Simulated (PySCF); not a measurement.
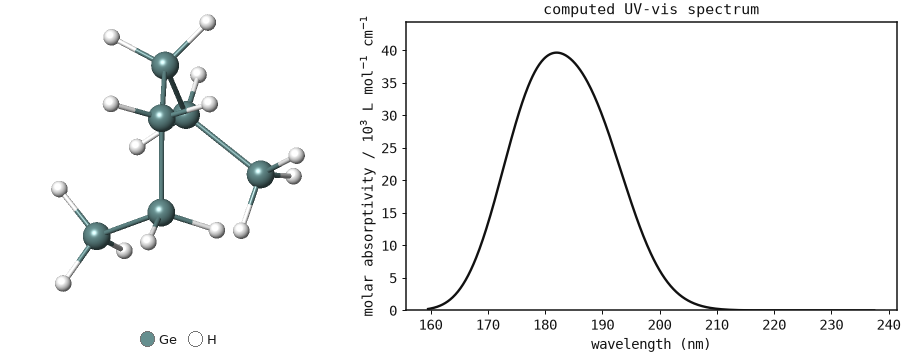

Computed absorption of Ge₆H₁₄, singlet. Vertical TDDFT excitations, ωB97X-D/def2-SVPD in PySCF, at a PBE0-D3(BJ)/def2-SVP geometry (no frequency check), gas phase. Only the first 15 singlet excitations are included; each is broadened by a Gaussian of 1/e half-width 0.30 eV.

> Where is the lowest singlet, and is it bright?

S1 lies at 6.42 eV (193 nm) with f = 0.002, mainly HOMO → LUMO (52 %); it is dark or nearly so.

> Does any vertical transition fall in the visible?

No singlet lies below 3.1 eV (beyond 400 nm), so at this level no vertical transition falls in the visible.

Caveats: core orbitals are frozen in the response.
